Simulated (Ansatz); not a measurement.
**C2H3F (SMILES C=CF): wPBEh/6-311++G(2d,2p) (sfX2C)**

What is the vertical ionisation energy of C2H3F at wPBEh/6-311++G(2d,2p) (sfX2C)? 

The calculation is run with Ansatz 0.2.0.

8 further runs of the same task are left out: 3 for a known fault of the program, 2 that didn't finish, 3 set aside as unsound or not needed.

## 1. The system as given

C2H3F has 6 atoms, charge 0, and is taken as a singlet. As SMILES, `C=CF`. Geometry: relaxed at PBE0-D4/def2-TZVP.

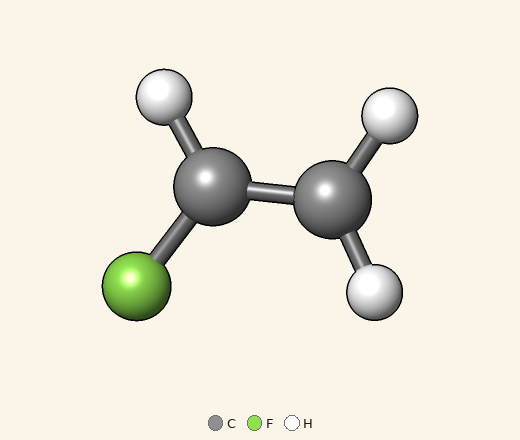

Viewed from a chosen angle; carbon grey, fluorine green, hydrogen white.

## 2. A single-point energy at wPBEh/6-311++G(2d,2p) (sfX2C)

molecule.yaml reads:

```yaml
crystal:
  periodic: [false, false, false]
  atoms:
    - {symbol: C, position_ang: [-0.536200, 0.076400, -0.442800]}
    - {symbol: C, position_ang: [0.490000, -0.016300, 0.376600]}
    - {symbol: F, position_ang: [0.966200, -1.192400, 0.795500]}
    - {symbol: H, position_ang: [-1.043900, -0.803300, -0.816600]}
    - {symbol: H, position_ang: [-0.880200, 1.054100, -0.749700]}
    - {symbol: H, position_ang: [1.046100, 0.817400, 0.790700]}
basis:
  gaussian: {orbitals: 6-311++G_2d_2p_.json}
output: {orbitals: {seedname: orbitals}}
hamiltonian: {xc: {name: wPBEh}, pseudopotentials: {relativity: scalar}}
```

The basis set 6-311++G(2d,2p) is read from a file made from the Basis Set Exchange's data (not shown).

Command:

```bash
$ ansatz run molecule.yaml --threads 1 --pin off --max-ram 2610MiB --events-out events.jsonl --progress --plain --runs-dir runs
```

The program printed:

```text
Warning: RAYON_NUM_THREADS=1 ignored (pool sized by the plan → 1); use --threads N
Functional definition: wPBEh
  name "wPBEh"
  parameter a = 0.25
  parameter omega = 0.11/bohr
  exchange = wpbe_x - a*pbe_x_sr(omega) + a*exact_x_sr(omega)
  correlation = pbe_c
740 factors; their error is unknown
91 factors; integrals over basis functions are off by at most 1.3e-6 eV
mean field evaluation 1: about -4833.2609 eV, gradient 4.9e1 eV
mean field evaluation 2: about -4830.9588 eV, gradient 5.3e1 eV
mean field evaluation 4: about -4838.6582 eV, gradient 4.0e0 eV
mean field evaluation 8: about -4838.6774 eV, gradient 3.0e-2 eV
mean field -4838.67737443 eV, -177.8181137370 hartree, gradient 4.3e-5 eV, S^2 0.000000; 0 other end points of the search recorded, 0 dependent functions left out
reference -4838.67743437 eV, -177.8181159396 hartree; 12, 12 occupied and 99, 99 virtual orbitals, 740 factors
Total energy: -4838.67743437 eV, -177.8181159396 hartree
Relativity: scalar
```

It took 2.2 s on 1 thread of Arm Neoverse V1, shared host.

## 3. The doublet cation

Changes to molecule.yaml since step 2:

```diff
@@ -11,3 +11,5 @@
   gaussian: {orbitals: 6-311++G_2d_2p_.json}
+total_charge: 1
+magnetization: {spin_polarized: true, initial_magnetization: 1}
+hamiltonian: {xc: {name: wPBEh}, pseudopotentials: {relativity: scalar}}
 output: {orbitals: {seedname: orbitals}}
-hamiltonian: {xc: {name: wPBEh}, pseudopotentials: {relativity: scalar}}
```

The basis set 6-311++G(2d,2p) is read from a file made from the Basis Set Exchange's data (not shown).

Command:

```bash
$ ansatz run molecule.yaml --threads 1 --pin off --max-ram 2610MiB --events-out events.jsonl --progress --plain --runs-dir runs
```

The program printed, shortened:

```text
Warning: RAYON_NUM_THREADS=1 ignored (pool sized by the plan → 1); use --threads N
[... 6 set-up lines as earlier in the session ...]
740 factors; their error is unknown
91 factors; integrals over basis functions are off by at most 1.3e-6 eV
mean field evaluation 1: about -4821.8108 eV, gradient 4.4e1 eV
mean field evaluation 2: about -4816.6474 eV, gradient 6.2e1 eV
mean field evaluation 4: about -4828.2825 eV, gradient 1.4e0 eV
mean field evaluation 8: about -4828.2786 eV, gradient 3.6e-2 eV
mean field -4828.27855908 eV, -177.4359643216 hartree, gradient 3.7e-5 eV, S^2 0.752787; 0 other end points of the search recorded, 0 dependent functions left out
reference -4828.27860567 eV, -177.4359660335 hartree; 12, 11 occupied and 99, 100 virtual orbitals, 740 factors
Total energy: -4828.27860567 eV, -177.4359660335 hartree
Relativity: scalar
```

Run time: 3.6 s. Hardware: 1 thread of Arm Neoverse V1, shared host.

## 4. Results

Level: wPBEh/6-311++G(2d,2p) (sfX2C).

```
                                          quantity          value
                       singlet C2H3F: total energy  -177.81812 Eh
                        singlet C2H3F: HOMO energy       -7.38 eV
                        singlet C2H3F: LUMO energy       -0.29 eV
                      singlet C2H3F: HOMO–LUMO gap        7.09 eV
                      doublet cation: total energy  -177.43597 Eh
doublet cation: HOMO energy (highest over α and β)      -16.87 eV
 doublet cation: LUMO energy (lowest over α and β)      -13.41 eV
                              doublet cation: ⟨S²⟩          0.753
vertical ionisation energy (to the doublet cation)      10.399 eV
```

Removing an electron at fixed nuclei costs 10.40 eV (1003 kJ/mol). The negative HOMO energy of the first species, 7.38 eV, lies 3.02 eV below that difference.
